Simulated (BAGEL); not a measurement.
# H3O+ (oxonium): NEVPT2(8,7)/6-31G(d) (density fitting with cc-pvqz-jkfit, spherical functions)

Aim: the energy change on altering one bond length of H3O+ (oxonium) at NEVPT2(8,7)/6-31G* (density fitting with cc-pvqz-jkfit, spherical functions), from 2 runs. 

The calculation is run with BAGEL 1.2.2.

2 further runs of the same task are left out: 2 set aside as unsound or not needed.

### 1 Starting point

H3O+: 4 atoms, total charge +1, spin state singlet. As SMILES, `[OH3+]`. Geometry: relaxed at PBE0-D4/def2-TZVP.

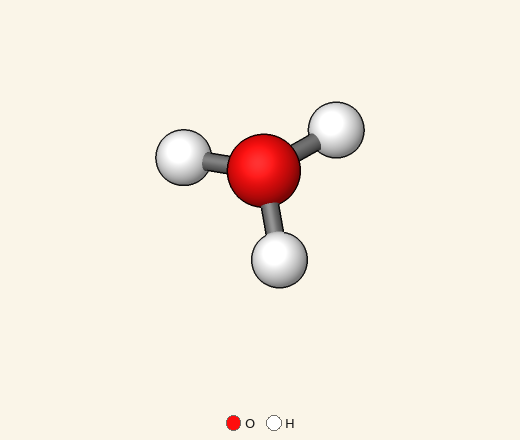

The structure, seen from a chosen angle (oxygen red, hydrogen white).

### 2 The energy at NEVPT2(8,7)/6-31G(d) (density fitting with cc-pvqz-jkfit, spherical functions)

File job.json:

```json
{ "bagel": [

{
  "title": "molecule",
  "basis": "6-31gs.json",
  "df_basis": "cc-pvqz-jkfit",
  "angstrom": true,
  "geometry": [
    { "atom": "O", "xyz": [    0.181970,   -0.056700,   -0.052760 ] },
    { "atom": "H", "xyz": [    0.219060,    0.918440,    0.015140 ] },
    { "atom": "H", "xyz": [   -0.408890,   -0.368290,   -0.767380 ] },
    { "atom": "H", "xyz": [    0.007860,   -0.493450,    0.805020 ] }
  ]
},
{ "title": "hf", "charge": 1 },
{ "title": "casscf", "nstate": 1, "nact": 7, "nclosed": 1, "charge": 1, "maxiter": 200, "natocc": true },
{ "title": "nevpt2", "nstate": 1, "nact": 7, "nclosed": 1, "charge": 1, "maxiter": 200, "natocc": true, "ncore": 1 },
{ "title": "print", "file": "orbitals.molden", "orbitals": true }

]}
```

The basis set 6-31G* is read from a file made from the Basis Set Exchange's data (not shown).

Started as:

```sh
$ BAGEL_NUM_THREADS=1 BAGEL job.json > job.out
```

Log:

```text
* using 1 threads per process

  ===============================================================
  ===============================================================

  *** Geometry ***

  { "atom" : "O", "xyz" : [      0.343873,     -0.107147,     -0.099702 ] },
  { "atom" : "H", "xyz" : [      0.413963,      1.735600,      0.028610 ] },
  { "atom" : "H", "xyz" : [     -0.772690,     -0.695967,     -1.450138 ] },
  { "atom" : "H", "xyz" : [      0.014853,     -0.932485,      1.521267 ] },

  Number of auxiliary basis functions:      259

  Since a DF basis is specified, we compute 2- and 3-index integrals:
    o Being stored without compression. Storage requirement is 0.001 GB

  Number of basis functions:       20
  Number of electrons      :       11

    * METHOD: MOLECULE                             0.03

  *** RHF ***

  === Nuclear Repulsion ===
    13.9563073607

      * DIIS with orbital gradients will be used.

  === RHF iteration (6-31gs.json) ===
      0        -76.23140074          0.04452317           0.00
      1        -76.27588471          0.02014443           0.00
      2        -76.28655674          0.00398564           0.00
      3        -76.28699797          0.00034774           0.00
      4        -76.28700279          0.00007904           0.00
      5        -76.28700323          0.00001500           0.00
      6        -76.28700325          0.00000345           0.00
      7        -76.28700325          0.00000045           0.00
      8        -76.28700325          0.00000017           0.00
      9        -76.28700325          0.00000003           0.00
     10        -76.28700325          0.00000000           0.00
    * SCF iteration converged.

    * Permanent dipole moment:
           (    0.583553,    -0.181859,    -0.169184) a.u.

    * METHOD: HF                                   0.03

  ---------------------------
      CASSCF calculation
  ---------------------------

    * nstate   :      1
    * nclosed  :      1
    * nact     :      7
    * nvirt    :     12
  === CASSCF iteration (6-31gs.json) ===

    * Using the second-order algorithm

      0  0       -76.30254163     7.44e-03      0.01

      1  0       -76.36377325     6.67e-03      0.02

      2  0       -76.37337626     1.37e-03      0.02

      3  0       -76.37395819     8.47e-04      0.02

      4  0       -76.37410503     5.14e-04      0.03

      5  0       -76.37415387     3.12e-04      0.03

      6  0       -76.37417049     1.86e-04      0.03

      7  0       -76.37417620     1.10e-04      0.03

      8  0       -76.37417817     6.49e-05      0.03

      9  0       -76.37417885     3.81e-05      0.03

     10  0       -76.37417908     2.24e-05      0.03

     11  0       -76.37417917     1.31e-05      0.03

     12  0       -76.37417919     7.73e-06      0.03

     13  0       -76.37417920     4.55e-06      0.03

     14  0       -76.37417921     2.68e-06      0.03

     15  0       -76.37417921     1.58e-06      0.03

     16  0       -76.37417921     9.29e-07      0.03

     17  0       -76.37417921     5.48e-07      0.03

     18  0       -76.37417921     3.23e-07      0.03

     19  0       -76.37417921     1.90e-07      0.03

     20  0       -76.37417921     1.12e-07      0.03

     21  0       -76.37417921     6.63e-08      0.03

     22  0       -76.37417921     3.91e-08      0.03

     23  0       -76.37417921     2.31e-08      0.03

     24  0       -76.37417921     1.35e-08      0.02

     25  0       -76.37417921     8.01e-09      0.02

    * Second-order optimization converged. *

     guess   0:   closed 1111...              open .......

  === FCI iteration ===

      0  0       -76.28625719     1.47e-02      0.00
      1  0       -76.36903143     4.01e-03      0.00
      2  0       -76.37395538     8.44e-04      0.00
      3  0       -76.37416683     1.92e-04      0.00
      4  0       -76.37417816     5.52e-05      0.00
      5  0       -76.37417914     1.38e-05      0.00
      6  0       -76.37417921     3.20e-06      0.00
      7  0       -76.37417921     6.62e-07      0.00
      8  0       -76.37417921     1.30e-07      0.00
      9  0       -76.37417921     2.25e-08      0.00
     10  0       -76.37417921     3.78e-09      0.00
     11  0       -76.37417921     7.94e-10      0.00
     12  0       -76.37417921     1.89e-10      0.00
     13  0 *     -76.37417921     4.33e-11      0.00

     * ci vector, state   0, <S^2> = 0.0000
       2222...    -0.9849105805
       22.2.2.     0.0655452762
       222.2..     0.0655400326
       2.22..2     0.0591975325

    * METHOD: CASSCF                               0.68

    * freezing 1 orbital

  === DF-NEVPT2 calculation ===

    * 3-index integral transformation done
    * assembly done

      NEVPT2 correlation energy:   -0.0875841676      0.00

          (+0)      0.0000000000
          (+0)'     0.0000000000
          (+1)      0.0000000000
          (+1)'     0.0000000000
          (+2)      0.0000000000
          (-1)      0.0000000000
          (-1)'    -0.0380111220
          (-2)     -0.0495730457

      NEVPT2 total energy:        -76.4617633772

    * METHOD: NEVPT2                               1.48

    * METHOD: PRINT                                0.00

  ===============================================================
```

Run time: 2.4 s. Hardware: 1 thread of Arm Neoverse V2, shared host; peak memory 0.2 GiB.

### 3 The distorted shape, same level

File job.json:

```json
{ "bagel": [

{
  "title": "molecule",
  "basis": "6-31gs.json",
  "df_basis": "cc-pvqz-jkfit",
  "angstrom": true,
  "geometry": [
    { "atom": "O", "xyz": [    0.270577,   -0.009973,    0.054407 ] },
    { "atom": "H", "xyz": [    0.307667,    0.965167,    0.122307 ] },
    { "atom": "H", "xyz": [   -0.408890,   -0.368290,   -0.767380 ] },
    { "atom": "H", "xyz": [    0.096467,   -0.446723,    0.912187 ] }
  ]
},
{
  "title": "hf",
  "charge": 1
},
{
  "title": "nevpt2",
  "nstate": 1,
  "nact": 7,
  "nclosed": 1,
  "charge": 1,
  "maxiter": 200,
  "natocc": true,
  "ncore": 1
},
{
  "title": "print",
  "file": "orbitals.molden",
  "orbitals": true
}

]}
```

The basis set 6-31G* is read from a file made from the Basis Set Exchange's data (not shown).

Started as:

```sh
$ BAGEL_NUM_THREADS=1 BAGEL job.json > job.out
```

Log:

```text
* using 1 threads per process

  ===============================================================
  ===============================================================

  *** Geometry ***

  { "atom" : "O", "xyz" : [      0.511316,     -0.018846,      0.102814 ] },
  { "atom" : "H", "xyz" : [      0.581406,      1.823901,      0.231127 ] },
  { "atom" : "H", "xyz" : [     -0.772690,     -0.695967,     -1.450138 ] },
  { "atom" : "H", "xyz" : [      0.182296,     -0.844184,      1.723784 ] },

  Number of auxiliary basis functions:      259

  Since a DF basis is specified, we compute 2- and 3-index integrals:
    o Being stored without compression. Storage requirement is 0.001 GB

  Number of basis functions:       20
  Number of electrons      :       11

    * METHOD: MOLECULE                             0.03

  *** RHF ***

  === Nuclear Repulsion ===
    13.3460523628

      * DIIS with orbital gradients will be used.

  === RHF iteration (6-31gs.json) ===
      0        -76.21404578          0.04498281           0.00
      1        -76.25770499          0.02195913           0.00
      2        -76.27042001          0.00397431           0.00
      3        -76.27088305          0.00039121           0.00
      4        -76.27089015          0.00009387           0.00
      5        -76.27089084          0.00001758           0.00
      6        -76.27089087          0.00000391           0.00
      7        -76.27089087          0.00000062           0.00
      8        -76.27089087          0.00000021           0.00
      9        -76.27089087          0.00000006           0.00
     10        -76.27089087          0.00000001           0.00
     11        -76.27089087          0.00000000           0.00
    * SCF iteration converged.

    * Permanent dipole moment:
           (    0.682511,    -0.124359,    -0.040009) a.u.

    * METHOD: HF                                   0.03

    * freezing 1 orbital
  ---------------------------
      CASSCF calculation
  ---------------------------

    * nstate   :      1
    * nclosed  :      1
    * nact     :      7
    * nvirt    :     12
  === CASSCF iteration (6-31gs.json) ===

    * Using the second-order algorithm

      0  0       -76.29070450     9.10e-03      0.01

      1  0       -76.35496729     6.37e-03      0.03

      2  0       -76.36262788     1.37e-03      0.03

      3  0       -76.36306472     8.11e-04      0.03

      4  0       -76.36317798     4.72e-04      0.03

      5  0       -76.36321535     2.77e-04      0.03

      6  0       -76.36322832     1.64e-04      0.03

      7  0       -76.36323301     9.83e-05      0.03

      8  0       -76.36323477     6.02e-05      0.03

      9  0       -76.36323546     3.77e-05      0.03

     10  0       -76.36323573     2.41e-05      0.03

     11  0       -76.36323584     1.56e-05      0.03

     12  0       -76.36323589     1.03e-05      0.03

     13  0       -76.36323591     6.77e-06      0.03

     14  0       -76.36323592     4.49e-06      0.03

     15  0       -76.36323592     2.98e-06      0.03

     16  0       -76.36323592     1.97e-06      0.03

     17  0       -76.36323592     1.31e-06      0.03

     18  0       -76.36323592     8.68e-07      0.03

     19  0       -76.36323592     5.75e-07      0.03

     20  0       -76.36323592     3.81e-07      0.03

     21  0       -76.36323592     2.52e-07      0.03

     22  0       -76.36323592     1.67e-07      0.03

     23  0       -76.36323592     1.10e-07      0.03

     24  0       -76.36323592     7.27e-08      0.03

     25  0       -76.36323592     4.80e-08      0.03

     26  0       -76.36323592     3.16e-08      0.03

     27  0       -76.36323592     2.09e-08      0.03

     28  0       -76.36323592     1.38e-08      0.03

     29  0       -76.36323592     9.07e-09      0.03

    * Second-order optimization converged. *

     guess   0:   closed 1111...              open .......

  === FCI iteration ===

      0  0       -76.26985166     1.47e-02      0.00
      1  0       -76.35685015     4.29e-03      0.00
      2  0       -76.36292870     9.63e-04      0.00
      3  0       -76.36321578     2.39e-04      0.00
      4  0       -76.36323396     7.27e-05      0.00
      5  0       -76.36323579     1.89e-05      0.00
      6  0       -76.36323591     4.39e-06      0.00
      7  0       -76.36323592     1.00e-06      0.00
      8  0       -76.36323592     2.38e-07      0.00
      9  0       -76.36323592     5.95e-08      0.00
     10  0       -76.36323592     1.45e-08      0.00
     11  0       -76.36323592     3.40e-09      0.00
     12  0       -76.36323592     6.84e-10      0.00
     13  0       -76.36323592     1.56e-10      0.00
     14  0 *     -76.36323592     3.75e-11      0.00

     * ci vector, state   0, <S^2> = 0.0000
       2222...     0.9828270432
       222.2..    -0.0937619587
       22.2.2.    -0.0657365569
       2.22..2    -0.0612253912

  === DF-NEVPT2 calculation ===

    * 3-index integral transformation done
    * assembly done

      NEVPT2 correlation energy:   -0.0882228804      0.00

          (+0)      0.0000000000
          (+0)'     0.0000000000
          (+1)      0.0000000000
          (+1)'     0.0000000000
          (+2)      0.0000000000
          (-1)      0.0000000000
          (-1)'    -0.0391993266
          (-2)     -0.0490235537

      NEVPT2 total energy:        -76.4514588018

    * METHOD: NEVPT2                               2.21

    * METHOD: PRINT                                0.00

  ===============================================================
```

Wall time 2.4 s (1 thread of Arm Neoverse V2, shared host); peak memory 0.2 GiB.

### 4 What came out

Level: NEVPT2(8,7)/6-31G* (density fitting with cc-pvqz-jkfit, spherical functions), 1 core orbital frozen.

```
                                                         quantity         value
                                        first shape: total energy  -76.46176 Eh
                                    distorted shape: total energy  -76.45146 Eh
energy change with the O1–H3 bond stretched from 0.978 to 1.125 Å      0.280 eV
```

In words: With the O1–H3 bond stretched from 0.978 to 1.125 Å the energy rises by 0.28 eV (27.1 kJ/mol). The first shape isn't relaxed at this level, so the change isn't measured from a minimum.
